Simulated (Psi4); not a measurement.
**MP2/def2-TZVPPD run of SiO (SMILES O=[Si])**

What is the vertical singlet–triplet gap of SiO at MP2/def2-TZVPPD? 

The results are computed with Psi4 1.11.

10 further runs of the same task are left out: 10 that didn't finish.

## 1. The structure to begin with

SiO: 2 atoms, total charge 0, spin state singlet. SMILES: `O=[Si]`. The coordinates come from a PBE0-D4/def2-TZVP relaxation.

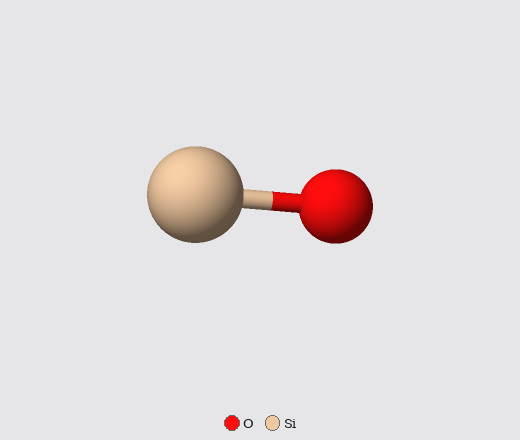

Viewed from a chosen angle; oxygen red, silicon light orange.

## 2. The energy at MP2/def2-TZVPPD

File run.py:

```python
import numpy as np
from ase.calculators.psi4 import Psi4
from ase import Atoms

a = Atoms(['O', 'Si'], positions=[
    [-0.640700, 0.231500, -0.324000],
    [0.640700, -0.231500, 0.324000],
])
calc = Psi4(atoms=a, method='mp2', basis='def2-TZVPPD', memory='1600MB', num_threads=1, charge=0, multiplicity=1, label='osi')
calc.psi4.set_options({'puream': True, 'e_convergence': 1e-09, 'd_convergence': 1e-08, 'scf_type': 'pk', 'num_frozen_docc': 6, 'mp2_type': 'conv'})
a.calc = calc

print(f'energy: {a.get_potential_energy():.6f} eV')
```

Started as:

```sh
$ python run.py
```

osi.dat:

```text
[...]
  Running in c1 symmetry.
[...]
  Nuclear repulsion =   39.283332351226669
[...]
  Multiplicity = 1
[...]
  Nalpha       = 11
  Nbeta        = 11
[...]
    Number of basis functions: 88
[...]
   @RHF iter   1:  -363.68855480116736   -8.20067e-01   6.99705e-03 DIIS/ADIIS
[...]
   @RHF iter  11:  -363.84246550571379   -2.55795e-12   2.78113e-09 DIIS
[...]
    Orbital Energies [Eh]
    ---------------------
    Doubly Occupied:
       1A    -68.818277     2A    -20.532156     3A     -6.167720
       4A     -4.269130     5A     -4.269130     6A     -4.268931
       7A     -1.263281     8A     -0.609502     9A     -0.474910
      10A     -0.474910    11A     -0.437590
[...]
  @RHF Final Energy:  -363.84246550571379
   => Energetics <=
    Nuclear Repulsion Energy =             39.2833323512266688
    One-Electron Energy =                -583.0805231499176671
    Two-Electron Energy =                 179.9547252929771730
    Total Energy =                       -363.8424655057137898
[...]
 Multipole Moments:
 ------------------------------------------------------------------------------------
     Multipole            Electronic (a.u.)      Nuclear  (a.u.)        Total (a.u.)
 ------------------------------------------------------------------------------------
 L = 1.  Multiply by 2.5417464519 to convert [e a0] to [Debye]
 Dipole X            :          1.2356428            0.0062444            1.2418872
 Dipole Y            :         -0.4464668           -0.0022563           -0.4487231
 Dipole Z            :          0.6248607            0.0031578            0.6280185
 Magnitude           :                                                    1.4622050
[...]
	SCS-MP2 Total Energy (a.u.)        :  -364.17331288641907
	SOS-MP2 Total Energy (a.u.)        :  -364.14497354701376
	SCSN-MP2 Total Energy (a.u.)       :  -363.99209721777390
[...]
	SOS-PI-MP2 Total Energy (a.u.)     :  -364.19539155389708
[...]
	MP2 Total Energy (a.u.)            :  -364.17957355834642
[...]
```

Standard output:

```text
energy: -9909.830958 eV
```

Run time: 4.8 s. Hardware: 1 thread of AMD EPYC 7B13 (Zen 3), shared host; peak memory 0.45 GiB.

## 3. The triplet at the same level

File job.inp:

```
memory 1600 mb

molecule geom {
  0 3
  O     -0.640700     0.231500    -0.324000
  Si     0.640700    -0.231500     0.324000
  symmetry c1
  no_reorient
  no_com
}

set globals {
  reference       uhf
  puream          true
  e_convergence   1e-09
  d_convergence   1e-08
  scf_type        pk
  num_frozen_docc 6
  mp2_type        conv
  maxiter         200
}

energy('mp2/def2-TZVPPD')
print_variables()
```

Started as:

```sh
$ psi4 -i job.inp -o job.out -n 1
```

job.out:

```text
[...]
  Running in c1 symmetry.
[...]
  Nuclear repulsion =   39.283332351226669
[...]
  Multiplicity = 3
[...]
  Nalpha       = 12
  Nbeta        = 10
[...]
    Number of basis functions: 88
[...]
   @UHF iter   1:  -363.52508114016865   -6.56592e-01   7.27309e-03 DIIS/ADIIS
[...]
   @UHF iter  18:  -363.71411979494059   -5.05906e-12   5.81116e-09 DIIS
[...]
   @S^2 Observed:                2.027526937E+00
[...]
    Orbital Energies [Eh]
    ---------------------
    Alpha Occupied:
       1A    -68.854601     2A    -20.562830     3A     -6.203083
       4A     -4.311423     5A     -4.309245     6A     -4.303367
       7A     -1.317337     8A     -0.681664     9A     -0.550331
      10A     -0.538908    11A     -0.505291    12A     -0.295159
    Alpha Virtual:
      13A      0.002027    14A      0.058964    15A      0.080904
      16A      0.132627    17A      0.139449    18A      0.142071
      19A      0.142505    20A      0.144524    21A      0.181041
      22A      0.186011    23A      0.236980    24A      0.311216
      25A      0.342322    26A      0.354629    27A      0.363445
[...]
  @UHF Final Energy:  -363.71411979494059
   => Energetics <=
    Nuclear Repulsion Energy =             39.2833323512266688
    One-Electron Energy =                -582.3964764182834415
    Two-Electron Energy =                 179.3990242721161792
    Total Energy =                       -363.7141197949405296
  UHF NO Occupations:
  HONO-2 :   10  A 1.9897000
  HONO-1 :   11  A 1.0000000
[...]
 Multipole Moments:
 ------------------------------------------------------------------------------------
     Multipole            Electronic (a.u.)      Nuclear  (a.u.)        Total (a.u.)
 ------------------------------------------------------------------------------------
 L = 1.  Multiply by 2.5417464519 to convert [e a0] to [Debye]
 Dipole X            :         -6.0877442            7.2644852            1.1767409
 Dipole Y            :          2.1996454           -2.6248296           -0.4251842
 Dipole Z            :         -3.0785533            3.6736276            0.5950742
 Magnitude           :                                                    1.3855014
[...]
	SCS-MP2 Total Energy (a.u.)        :  -364.01229335175026
	SOS-MP2 Total Energy (a.u.)        :  -363.98425718175776
	SCSN-MP2 Total Energy (a.u.)       :  -363.86215077250114
[...]
	SOS-PI-MP2 Total Energy (a.u.)     :  -364.02928007956064
[...]
	MP2 Total Energy (a.u.)            :  -364.02334279393250
[...]
```

Run time: 5.7 s. Hardware: 1 thread of AMD EPYC 7B13 (Zen 3), shared host; peak memory 0.43 GiB.

## 4. Summary of results

At MP2/def2-TZVPPD, 6 core orbitals frozen:

| quantity | value |
| --- | --- |
| singlet: total energy | -364.17957 Eh |
| singlet: HOMO energy (Hartree–Fock orbitals) | -11.91 eV |
| singlet: LUMO energy (Hartree–Fock orbitals) | 0.87 eV |
| singlet: HOMO–LUMO gap (Hartree–Fock orbitals) | 12.77 eV |
| singlet: correlation energy (6 core orbitals frozen) | -337.1 mEh |
| triplet: total energy | -364.02334 Eh |
| triplet: HOMO energy (Hartree–Fock orbitals) (highest over α and β) | -8.03 eV |
| triplet: LUMO energy (Hartree–Fock orbitals) (lowest over α and β) | -1.99 eV |
| triplet: correlation energy (6 core orbitals frozen) | -309.2 mEh |
| triplet: ⟨S²⟩ of the reference determinant | 2.028 |
| vertical energy of the triplet above the singlet | 4.251 eV |

**Reading.** At this shape the triplet lies 4.25 eV (410 kJ/mol) above the singlet.
